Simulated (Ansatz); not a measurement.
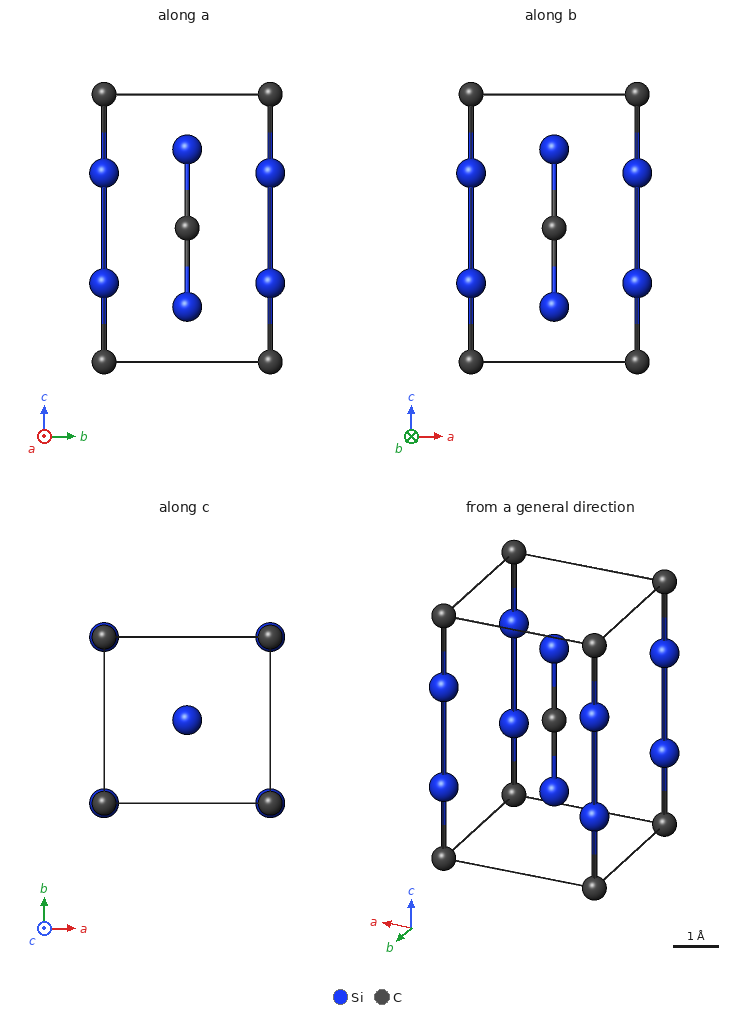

A ball-and-stick rendering, viewed along the a axis, along the b axis, along the c axis and from a general direction. The conventional unit cell is drawn as a box.

Connected in the drawing: C–Si up to 2.17 Å, Si–Si up to 2.58 Å (cut-off distances).

**What is the chemical formula?**

Si2C. The cell holds 4 Si, 2 C, counting shared atoms by their share.

**How many neighbours does C have, and of what kind?**

Two Si in a linear arrangement at about 1.8 Å.

**How do the bonded atoms link up through the crystal?**

The bonds build Si2C chains along [001].

The structure was taken from a textbook structure type filled with these elements (whether it is the usual form wasn't checked). Earlier steps of the study may have refined or changed the cell and positions. A calculation with Ansatz used it as input.
